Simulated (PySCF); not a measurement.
# GaH₂⁻: triplet, from a linear start

The task is one start of a wider search on GaH₂⁻: the triplet, from a linear start. It is relaxed, tested by its Hessian and followed downhill if it is a saddle.

Program: PySCF 2.14.0. Level of theory: PBE0, basis Ga def2-TZVPD, H def2-TZVPD, no relativity, density fitting. These are calculated values, not measurements.

## Step 1: The system as given

3 atoms, charge -1, spin multiplicity 3.

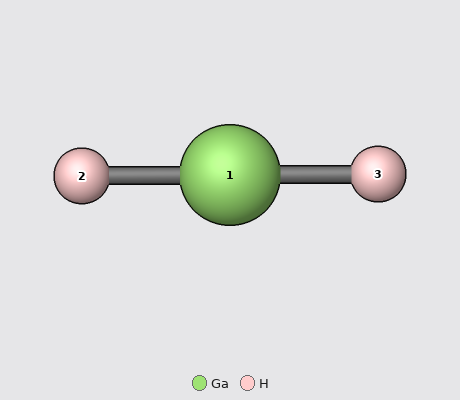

Start geometry, drawn with gallium green, hydrogen pink; atoms are numbered from 1 in the order of the file.

Coordinates in bohr (charge -1 multiplicity 3):
```
Ga    0.0000    0.0000    0.0000
H     0.0000    0.0000    2.9480
H     0.0000    0.0000   -2.9480
```

## Step 2: First SCF at the start

One driver script runs all steps and calls PySCF; scf.py shows how it sets up the SCF of each step. The optimiser is the driver's own. After this first run the driver tries any further starts and a stability analysis.

File scf.py:

```python
from pyscf import gto, scf, dft
mol = gto.M(atom='''
Ga     0.000000     0.000000     0.000000
H      0.000000     0.000000     1.560000
H      0.000000     0.000000    -1.560000''',
    basis={'Ga': 'def2-TZVPD', 'H': 'def2-TZVPD'},
    charge=-1, spin=2)
mf = dft.UKS(mol, xc='PBE0')
mf.grids.atom_grid = (50, 194)
aux = {'Ga': 'def2-universal-JKFIT', 'H': 'def2-universal-JKFIT'}
mf = mf.density_fit(auxbasis=aux)
mf.conv_tol = 1e-08
mf.diis_space = 10
mf.max_cycle = 60
mf.init_guess = 'minao'
mf.verbose = 4
mf.kernel()
```

The run is started by

```console
$ OMP_NUM_THREADS=2 python axn.py task.json out
```

The log of the run:

```text
init E= -1925.12294341986
[... the frontier-level lines of each cycle are left out ...]
cycle= 1 E= -1925.67800472009  delta_E= -0.555  |g|= 0.443  |ddm|=  1.1
cycle= 2 E= -1925.67501866141  delta_E= 0.00299  |g|= 0.531  |ddm|= 0.791
cycle= 3 E= -1925.71314653197  delta_E= -0.0381  |g|= 0.0302  |ddm|= 0.427
cycle= 4 E= -1925.71366708894  delta_E= -0.000521  |g|= 0.0102  |ddm|= 0.0451
cycle= 5 E= -1925.71372324176  delta_E= -5.62e-05  |g|= 0.00154  |ddm|= 0.0145
cycle= 6 E= -1925.71372833466  delta_E= -5.09e-06  |g|= 0.000435  |ddm|= 0.005
cycle= 7 E= -1925.71372864923  delta_E= -3.15e-07  |g|= 5.7e-05  |ddm|= 0.00129
cycle= 8 E= -1925.71372865497  delta_E= -5.75e-09  |g|= 7.05e-06  |ddm|= 0.000262
Extra cycle  E= -1925.71372865507  delta_E= -9.75e-11  |g|= 2.29e-06  |ddm|= 3.68e-05
converged SCF energy = -1925.71372865507  <S^2> = 2.0142708  2S+1 = 3.0094988
```

This step, with its further starts and checks, ran for 6.6 s (2 threads of Arm Neoverse V1, shared host).

The starts that the driver tried:

```
                      start   energy (Eh)
    the minimal-basis guess  -1925.713729
a thermally smeared density  -1925.713729
      a smeared PBE density  -1925.713729
```

The test of internal stability and the other starts found no lower solution of this spin.

## Step 3: Relaxing the triplet from the linear start

The program finds D∞h symmetry in the start, which this walk keeps.

scf.py: that of step 2 with these lines changed.

```diff
@@ -15 +14,0 @@
-mf.init_guess = 'minao'
```

Energy and gradient, step by step:

```
step   energy (Eh)  change (kJ/mol)  largest symmetric gradient (Eh/bohr)
   0  -1925.713729             0.00                               0.00703
   1  -1925.714017            -0.76                               0.00272
   2  -1925.714066            -0.88                               0.00015
   3  -1925.714066            -0.89                               0.00000
```

The walk took 3.4 s.

Positions (Å) and forces (eV/Å) along the way:

```
step 0
Ga   0.000   0.000   0.000   0.000   0.000   0.000
H    0.000   0.000   1.560   0.000   0.000  -0.361
H    0.000   0.000  -1.560   0.000   0.000   0.361
step 1
Ga   0.000   0.000   0.000   0.000   0.000   0.000
H    0.000   0.000   1.544   0.000   0.000  -0.140
H    0.000   0.000  -1.544   0.000   0.000   0.140
step 2
Ga   0.000   0.000   0.000   0.000   0.000   0.000
H    0.000   0.000   1.535   0.000   0.000   0.008
H    0.000   0.000  -1.535   0.000   0.000  -0.008
step 3
Ga   0.000   0.000   0.000   0.000   0.000   0.000
H    0.000   0.000   1.535   0.000   0.000   0.000
H    0.000   0.000  -1.535   0.000   0.000   0.000
```

After 3 steps and 0.9 kJ/mol it ends at D∞h: Ga–H 1.535 Å (×2); H–Ga–H 180.0°.

## Step 4: Frequencies

The point is checked on the finer grid, and tightened if its gradient asks for it. The Hessian and the dipole derivatives come from central differences of analytic gradients, with steps of 0.02 bohr.

scf.py: that of step 3 with these lines changed.

```diff
@@ -3,3 +3,3 @@
-Ga     0.000000     0.000000     0.000000
-H      0.000000     0.000000     1.560000
-H      0.000000     0.000000    -1.560000''',
+Ga    -0.000000     0.000000    -0.000000
+H     -0.000000     0.000000     1.535083
+H      0.000000     0.000000    -1.535083''',
@@ -9 +9 @@
-mf.grids.atom_grid = (50, 194)
+mf.grids.atom_grid = (75, 302)
@@ -12 +12 @@
-mf.conv_tol = 1e-08
+mf.conv_tol = 1e-10
```

The driver hands on the density of the step before, so the log starts near convergence.

Log of the central SCF (cycles and frontier levels):

```text
init E= -1925.71400714502
[... the frontier-level lines of each cycle are left out ...]
cycle= 1 E= -1925.71400714502  delta_E= -3.64e-12  |g|= 6.77e-07  |ddm|= 8.27e-07
Extra cycle  E= -1925.71400714502  delta_E= 3.41e-12  |g|= 9.83e-07  |ddm|= 1.21e-06
converged SCF energy = -1925.71400714502  <S^2> = 2.013513  2S+1 = 3.0089952
```

The whole step took 11 s.

Geometry: D∞h; Ga–H 1.535 Å (×2); H–Ga–H 180.0°.

Modes, for the most abundant isotopes:

```csv
symmetry,ω (cm⁻¹),IR (km/mol),type
πu,1098i,2343,bend
σg+,2033,0.0,stretch
σu+,2059,177,stretch
```

2 modes are imaginary, the largest at 1098i cm⁻¹: a saddle point, not a minimum.

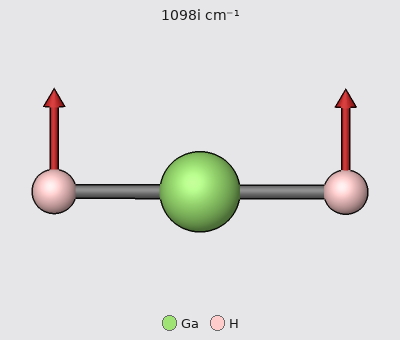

The imaginary mode, as arrows.

Constants and moments:

```
Dipole moment about the centre of mass                          : 0.00 D
Highest occupied level                                          : 1.58 eV
Lowest empty level                                              : 3.86 eV
Rotational constants                                            : 3.549 cm⁻¹
Zero-point energy (real modes)                                  : 24.5 kJ/mol
Principal polarisabilities                                      : 95.2, 182.6, 182.6 bohr³
Principal traceless quadrupole moments about the centre of mass : -1.26, -1.26, 2.52 D Å
Spin squared ⟨S²⟩                                               : 2.014
```

Charges (e) and bond orders:

| atom | Mulliken | Löwdin | polar tensor | spin (Mulliken) | Mayer order to Ga1 |
| --- | --- | --- | --- | --- | --- |
| Ga1 | -0.98 | -0.25 | -1.80 | 2.12 | – |
| H2,3 | -0.01 | -0.38 | 0.40 | -0.06 | 0.97 |

Mulliken populations on Ga1: s 7.23, p 14.72, d 10.02, f 0.02.

## Step 5: Downhill along the imaginary mode

The atoms are moved a little along the softest imaginary mode and relaxed again.

The program finds C2v symmetry in the start, which this walk keeps. The walk stops when the largest gradient is under 0.0003 Eh/bohr and the energy has settled too.

scf.py: that of step 4 with these lines changed.

```diff
@@ -3,3 +3,3 @@
-Ga    -0.000000     0.000000    -0.000000
-H     -0.000000     0.000000     1.535083
-H      0.000000     0.000000    -1.535083''',
+Ga    -0.003438    -0.000704     0.000000
+H      0.117558     0.024084     1.535083
+H      0.117558     0.024084    -1.535083''',
@@ -9 +9 @@
-mf.grids.atom_grid = (75, 302)
+mf.grids.atom_grid = (50, 194)
@@ -12 +12 @@
-mf.conv_tol = 1e-10
+mf.conv_tol = 1e-08
```

The optimiser's trace:

```
step   energy (Eh)  change (kJ/mol)  largest symmetric gradient (Eh/bohr)
   0  -1925.716330             0.00                               0.01774
   1  -1925.723281           -18.25                               0.02580
   2  -1925.732816           -43.28                               0.01790
   3  -1925.735838           -51.22                               0.01562
   4  -1925.738062           -57.06                               0.00720
   5  -1925.738497           -58.20                               0.00448
   6  -1925.738912           -59.29                               0.00081
   7  -1925.738918           -59.30                               0.00002
```

The walk took 8.4 s.

Geometry (Å) and forces (eV/Å) at some steps:

```
step 0
Ga  -0.003  -0.001   0.000  -0.912  -0.187   0.000
H    0.118   0.024   1.535   0.456   0.093   0.009
H    0.118   0.024  -1.535   0.456   0.093  -0.009
step 1
Ga  -0.106  -0.022   0.000  -1.327  -0.272   0.000
H    0.169   0.035   1.523   0.663   0.136   0.105
H    0.169   0.035  -1.523   0.663   0.136  -0.105
step 4
Ga  -0.405  -0.083   0.000   0.029   0.006   0.000
H    0.318   0.065   1.465  -0.014  -0.003  -0.370
H    0.318   0.065  -1.465  -0.014  -0.003   0.370
step 7
Ga  -0.444  -0.091   0.000   0.000   0.003   0.000
H    0.338   0.069   1.400   0.000  -0.001  -0.001
H    0.338   0.069  -1.400   0.000  -0.001   0.001
```

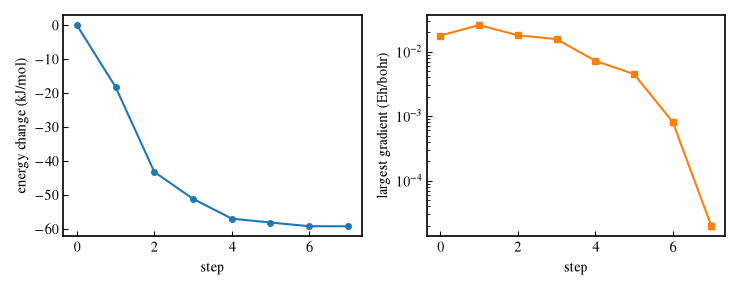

How energy and gradient fall.

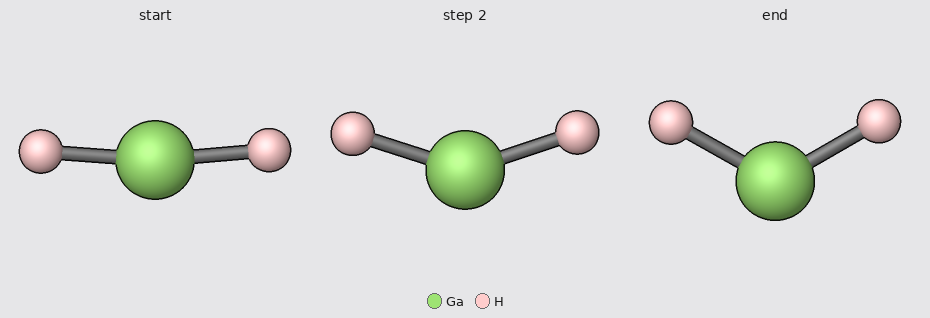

The geometry along the walk, at one scale.

After 7 steps and 59.3 kJ/mol it ends at C2v: Ga–H 1.611 Å (×2); H–Ga–H 120.6°.

## Step 6: Hessian and properties

As before: finer grid, then central differences.

scf.py: that of step 5 with these lines changed.

```diff
@@ -3,3 +3,3 @@
-Ga    -0.003438    -0.000704     0.000000
-H      0.117558     0.024084     1.535083
-H      0.117558     0.024084    -1.535083''',
+Ga    -0.022203    -0.004549     0.000000
+H      0.759227     0.155543     1.399628
+H      0.759227     0.155543    -1.399628''',
@@ -9 +9 @@
-mf.grids.atom_grid = (50, 194)
+mf.grids.atom_grid = (75, 302)
@@ -12 +12 @@
-mf.conv_tol = 1e-08
+mf.conv_tol = 1e-10
```

Log of the central SCF (cycles and frontier levels):

```text
init E= -1925.73886714384
[... the frontier-level lines of each cycle are left out ...]
cycle= 1 E= -1925.73886714386  delta_E= -1.8e-11  |g|= 2.46e-06  |ddm|= 3.08e-06
Extra cycle  E= -1925.73886714386  delta_E= 1.82e-12  |g|= 3.49e-06  |ddm|= 2.72e-06
converged SCF energy = -1925.73886714386  <S^2> = 2.0024785  2S+1 = 3.0016519
```

The whole step ran for 15 s (2 threads of Arm Neoverse V1, shared host).

Geometry: C2v; Ga–H 1.611 Å (×2); H–Ga–H 120.6°.

Harmonic modes (main isotopes):

| symmetry | ω (cm⁻¹) | IR (km/mol) |
| --- | --- | --- |
| a1 | 685 | 168 |
| a1 | 1709 | 277 |
| b2 | 1739 | 633 |

Every mode is real; the point is a minimum.

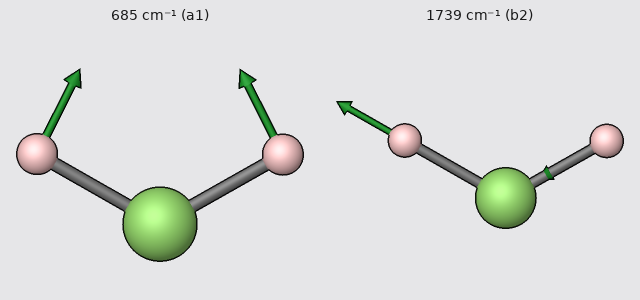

Displacements of 2 of the modes, as arrows (one member where a mode is degenerate).

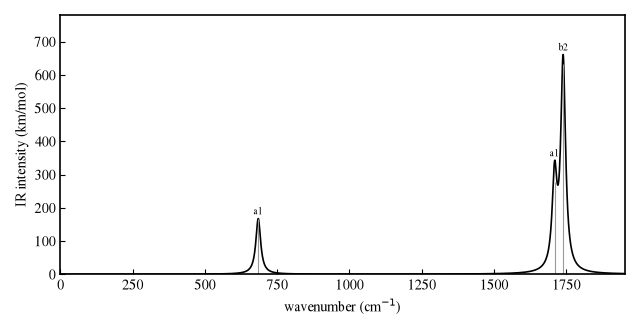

The harmonic infrared spectrum (widths in cm⁻¹). Lines are broadened to a width of 20 cm⁻¹ (Lorentzian).

Properties at this point:

```
Dipole moment about the centre of mass                          : 0.17 D
Highest occupied level                                          : 1.63 eV
Lowest empty level                                              : 3.35 eV
Rotational constants                                            : 13.53, 4.269, 3.245 cm⁻¹
Zero-point energy                                               : 24.7 kJ/mol
Principal polarisabilities                                      : 88.4, 95.0, 150.6 bohr³
Principal traceless quadrupole moments about the centre of mass : -1.48, -0.13, 1.61 D Å
Entropy at 298.15 K and 1 bar (electronic part: spin only)      : 228.8 J/(mol K)
Heat capacity Cp at 298.15 K                                    : 37.1 J/(mol K)
Enthalpy at 298.15 K above 0 K                                  : 10.24 kJ/mol
Rotational symmetry number                                      : 2
Spin squared ⟨S²⟩                                               : 2.002
```

Charges (e) and bond orders:

| atom | Mulliken | Löwdin | polar tensor | spin (Mulliken) | Mayer order to Ga1 |
| --- | --- | --- | --- | --- | --- |
| Ga1 | -0.86 | -0.27 | -0.34 | 1.88 | – |
| H2,3 | -0.07 | -0.36 | -0.33 | 0.06 | 1.06 |

Outer orbital energies (eV). α occupied: -16.58, -16.57, -16.51, -16.48, -6.35, -2.92, 0.15, 1.63; empty: 4.21, 5.38, 5.48, 5.78. β occupied: -97.37, -16.52, -16.47, -16.44, -16.43, -16.39, -5.36, -2.46; empty: 3.35, 4.61, 4.77, 5.95.

Mulliken populations on Ga1: s 7.30, p 14.46, d 10.08, f 0.01.

## Step 7: All stationary points

| spin | group | bonds | imaginary modes (cm⁻¹) | ΔE (kJ/mol) | with zero-point energy |
| --- | --- | --- | --- | --- | --- |
| triplet | C2v | Ga–H 1.611 Å (×2) | none | 0.0 | 0.0 |
| triplet | D∞h | Ga–H 1.535 Å (×2) | 1098i, 1098i | 65.3 | – |

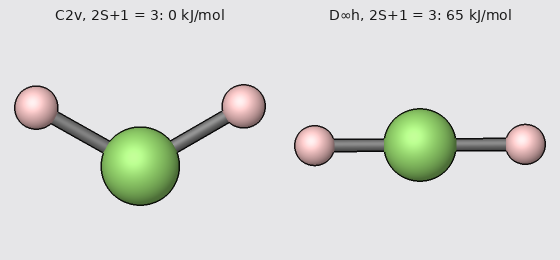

The points, lowest first (gallium green, hydrogen pink).

## Step 8: Results

| quantity | value |
| --- | --- |
| minimum | triplet, C2v |
| geometry | Ga–H 1.611 Å (×2); H–Ga–H 120.6° |
| wavenumbers (cm⁻¹) | 685 (a1), 1709 (a1), 1739 (b2) |
| dipole moment (centre of mass) | 0.17 D |
| highest occupied, lowest empty level (either spin) | 1.63, 3.35 eV |
| polar-tensor charge of Ga1 | -0.34 e |
| zero-point energy | 24.7 kJ/mol |
| entropy at 298.15 K | 228.8 J/(mol K) |
| ⟨S²⟩ | 2.002 |

**Reading.** The linear start (D∞h) ends in a minimum of C2v symmetry, after a stop at a second-order saddle point 65.3 kJ/mol higher, from which it was pushed off along an imaginary mode. In the infrared the band at 1739 cm⁻¹ (b2, stretch) leads. Most of the spin sits on Ga1 (Mulliken spin 1.88, against 2 for the whole molecule). Other starts or spin states, not run here, may lie lower. The highest occupied level lies above zero: either self-interaction error lifts it or the extra electron is not bound, and the basis holds it in place.

The search up to here took 44 s.
